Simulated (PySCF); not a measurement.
**C₂H₇Sb, SMILES `C[SbH]C`: what the electrons do**

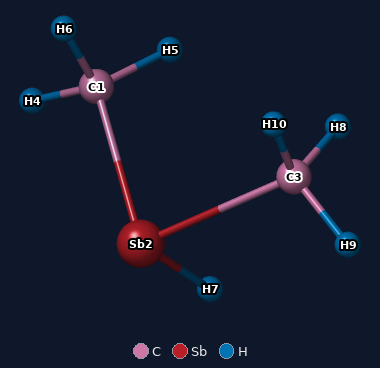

The molecule, with its atoms numbered as below. No frequency check shows the geometry to be a minimum.

Geometry (Å), atoms numbered from 1:

```
C1      -1.5755    1.0816   -0.0072
Sb2      0.0000   -0.4009    0.0357
C3       1.5754    1.0817   -0.0072
H4      -2.5166    0.6131   -0.2702
H5      -1.3409    1.8504   -0.7347
H6      -1.6735    1.5344    0.9733
H7       0.0001   -0.5306   -1.6697
H8       1.3408    1.8505   -0.7347
H9       2.5166    0.6133   -0.2702
H10      1.6734    1.5346    0.9733
```

### 1. Bonding charge

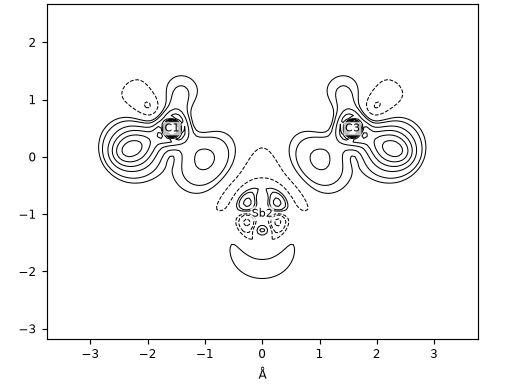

Deformation density (molecule less spherical, spin-averaged free atoms) in the plane of C1, Sb2 and C3; contours at ±0.05 to ±0.8 e/Å³; solid lines: gain, dashed lines: loss.

Level of theory: PBE0/def2-TZVP (PySCF), at a geometry from GFN2-xTB. Core potentials replace the inner electrons of Sb; spin–orbit coupling isn't included.

Q: Describe the bonding that the map shows.

A: Sb2–C3 and C1–Sb2: +0.15 e/Å³ at the bond critical point (bond length 2.16 Å, Mayer order 1.0). In all, 2.1 electrons gather in the regions of gain relative to the promolecule. A small or negative value marks a very polar bond, one between electron-rich atoms, whose free-atom densities already overlap strongly, a long bond to a heavier atom, or a closed-shell contact such as a hydrogen bond.

Q: Where do the Hirshfeld charges lie?

A: The highest Hirshfeld charge is on Sb2 (+0.27 e), the lowest on C1 and C3 (−0.21 e).

| atom | charge (e) |
| --- | --- |
| C1 | −0.21 |
| Sb2 | +0.27 |
| C3 | −0.21 |
| H4 | +0.04 |
| H5 | +0.04 |
| H6 | +0.04 |
| H7 | −0.08 |
| H8 | +0.04 |
| H9 | +0.04 |
| H10 | +0.04 |

### 2. Bond critical points

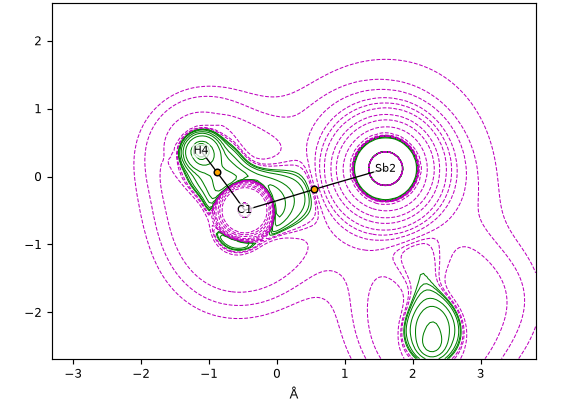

Negative Laplacian of the density (−∇²ρ) in the plane of C1, Sb2 and H4 (solid green lines positive, dashed magenta lines negative, contours at ±0.02 to ±8 a.u.), with bond paths and bond critical points (dots).

Q: At which bond critical points in this plane is charge locally concentrated, and at which depleted?

A: Concentrated (∇²ρ < 0): C1–H4 (−0.94 a.u.). Depleted (∇²ρ > 0): C1–Sb2 (+0.06 a.u., H = −0.047).

Q: Where along C1–H4 does the critical point lie?

A: 0.69 Å from C1 and 0.39 Å from H4.

### 3. Electrostatic potential

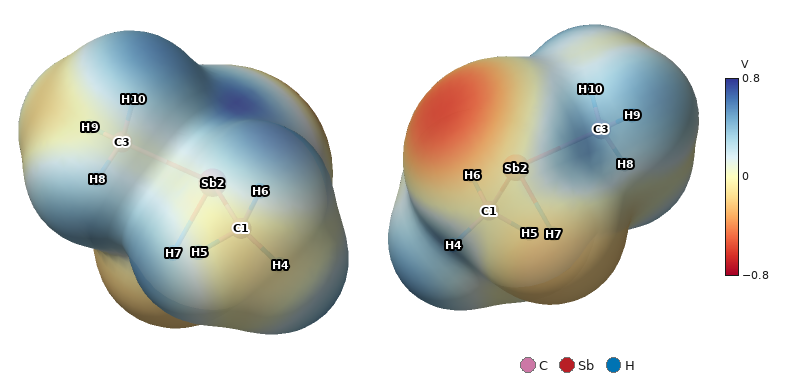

Electrostatic potential on the surface of electron density 0.001 a.u. (back view left, front view right).

Q: Where are the extremes of the potential on the surface?

A: Highest: 0.74 V, near H6 (1.95 Å) and H10 (2.14 Å). Further maxima include 0.57 V, near H9 (2.11 Å), H7 (2.22 Å) and Sb2 (2.26 Å); 0.57 V, 1.4 Å from H10. Lowest: −0.57 V, 2.6 Å from Sb2. Further minima include −0.23 V, 1.6 Å from H7; −0.21 V, 1.6 Å from H7, and at like points elsewhere. The surface is sampled at points, so like sites can differ by a few per cent and only the strongest of them is named.

### 4. In an electric field

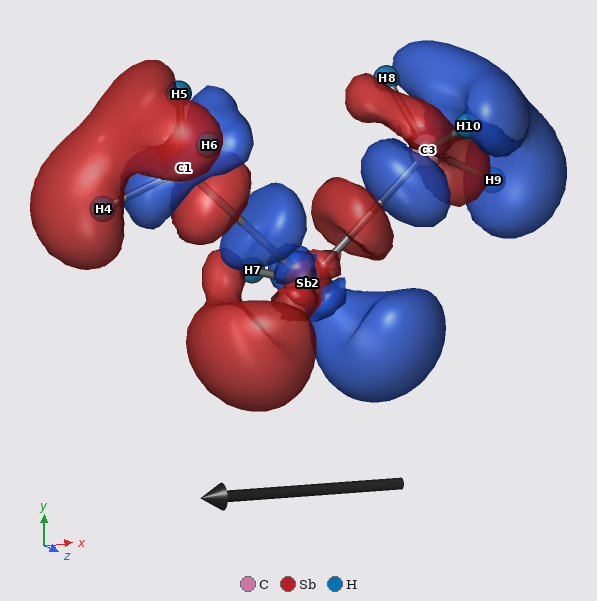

Change of the electron density in a uniform field of 0.21 V/Å along −x (arrow), surfaces at ±0.002 e/Å³ (blue: gain, red: loss).

PySCF calculation, PBE0/def2-TZVP, gas phase; geometry: GFN2-xTB. Core potentials replace the inner electrons of Sb; spin–orbit coupling isn't included. A basis without diffuse functions makes polarisabilities too small.

The field was applied in both directions; the picture shows the one opposite to the script's first.

Q: What dipole is induced, and what polarisability does it imply?

A: The induced dipole is 0.77 D (along the field); α along this axis, from the fields in both directions, is 75 bohr³ (11.2 Å³).

### 5. Removing or adding an electron

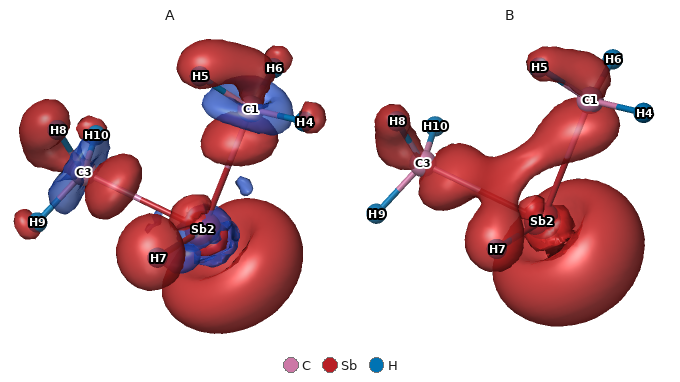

The Fukui function f⁻ from two separate SCF calculations and the density of the HOMO, at ±0.03 e/Å³ (red positive, blue negative).

Computed with PySCF, PBE0/def2-TZVP, geometry: GFN2-xTB. Core potentials replace the inner electrons of Sb; spin–orbit coupling isn't included.

Q: Which panel is which, and how good is the frozen-orbital picture?

A: A is f⁻ (it has negative regions), B the HOMO density. The HOMO lies on Sb2 (68 %), C1 and C3 (9 % each) and H7 (6 %); f⁻ (Hirshfeld-condensed) is largest on Sb2 (0.47); the vertical ionisation energy is 8.81 eV (the stability of the cation's solution wasn't checked). Relaxation shifts 23 % of the electron between atoms. The orbital energy is −6.76 eV.
